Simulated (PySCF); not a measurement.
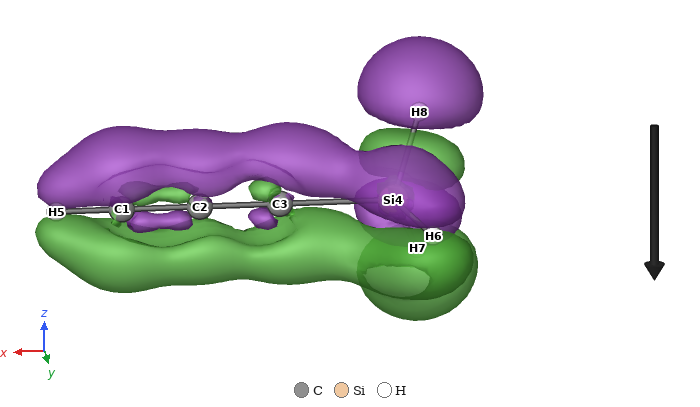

*C3H4Si, triplet, SMILES `C#C[C][SiH3]`. Change of the electron density in a uniform field of 0.41 V/Å along −z (arrow), surfaces at ±0.002 e/Å³ (purple: gain, green: loss).*

Computed with PySCF, CAM-B3LYP/6-311+G**, geometry: GFN2-xTB. No frequency check shows the geometry to be a minimum. The basis has diffuse s and p functions alone, which still leaves polarisabilities too small, most of all across bonds. The stability of the open-shell solution wasn't checked. This spin state may not be the molecule's ground state. GFN2-xTB doesn't know the spin state, so this open-shell geometry is rough.

The field was applied in both directions; the picture shows the one opposite to the script's first.

**What dipole is induced, and what polarisability does it imply?**

The induced dipole is 0.82 D (along the field); α along this axis, from the fields in both directions, is 40 bohr³ (6.0 Å³).
